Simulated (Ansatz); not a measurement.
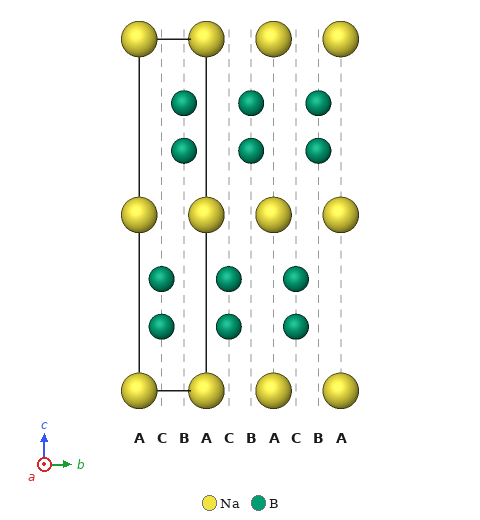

Projection along an edge of the hexagonal mesh, stacking direction c upwards. The dashed lines mark the three columns A (0, 0), B (1/3, 2/3) and C (2/3, 1/3). The sequence starts with the first layer at or above the cell's origin.

System NaB2; source of the atomic positions: the input geometry of an electronic-structure calculation (not necessarily at equilibrium); the starting structure was generated, so it need not be a known form of this composition.

> Give the sequence of layers in one repeat, with element and column.

Na(A) – B(C) – B(C) – Na(A) – B(B) – B(B) (six layers in 12.08 Å).

> How are the B layers alone stacked?

B layers alone: CCBB, a sequence in which some neighbouring layers lie directly above each other.

> Which positions between or in the B layers do the other atoms fill?

Na: two octahedral sites, counted in one hexagonal cell. Two of the four gaps between B layers are empty, 1.63 Å wide.
